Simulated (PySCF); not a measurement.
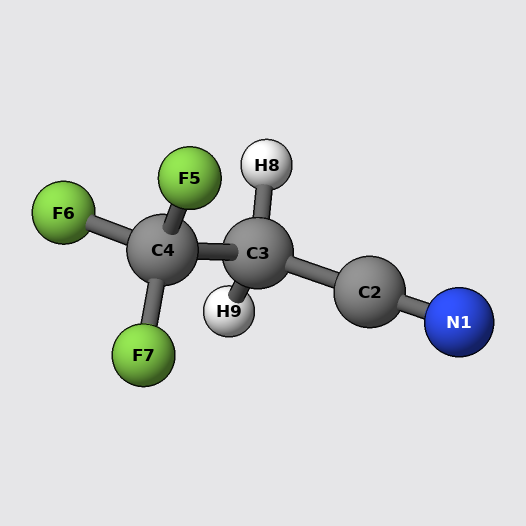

The questions are on isotropic NMR shieldings of the F atoms. The geometry was computed by an optimisation with PBE0-D3(BJ)/def2-SVP. No frequency run is at hand to confirm it as a minimum. Method: GIAO BLYP/pcSseg-2 NMR shielding, non-relativistic, gas phase (PySCF 2.14.0).

List the isotropic NMR shieldings of the F atoms.

| atom | σ (ppm) |
| --- | --- |
| F5 | 235.4 |
| F6 | 231.5 |
| F7 | 235.2 |
